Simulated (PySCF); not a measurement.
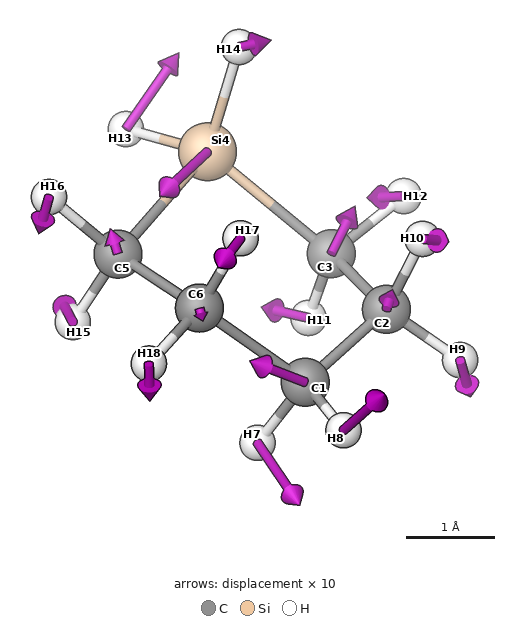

This is a relaxation of C$_{5}$H$_{12}$Si. The starting structure is drawn; purple arrows show the displacements, magnified 10 times. The two geometries are superimposed by the best rigid fit.

Style: ball-and-stick. Shown from a free direction.

The start comes from GFN2-xTB. Its atoms were then displaced at random by about 0.03 Å.

Theory: PBE0-D3(BJ)/def2-SVP geometry optimisation, gas phase in PySCF 2.14.0, density-fitted response routines. 

Question: What did the optimiser do to the structure, and how much energy did it gain?

Answer: Over 7 geometry steps the energy falls by 96.7 kJ/mol. The largest move after the best rigid fit is that of H8, 0.13 Å. Largest moves by element: H 0.13 Å, Si 0.12 Å, C 0.09 Å. Among the contacts that change: Si4–C5 2.012 → 1.887 Å, C1–C6 1.624 → 1.530 Å, C1–H8 1.013 → 1.102 Å, C1–C2 1.446 → 1.530 Å. Bond angles that change, for instance: C5–Si4–H13 104.7° → 112.3°, H13–Si4–H14 114.4° → 108.0°, C6–C1–H7 102.8° → 109.1°.
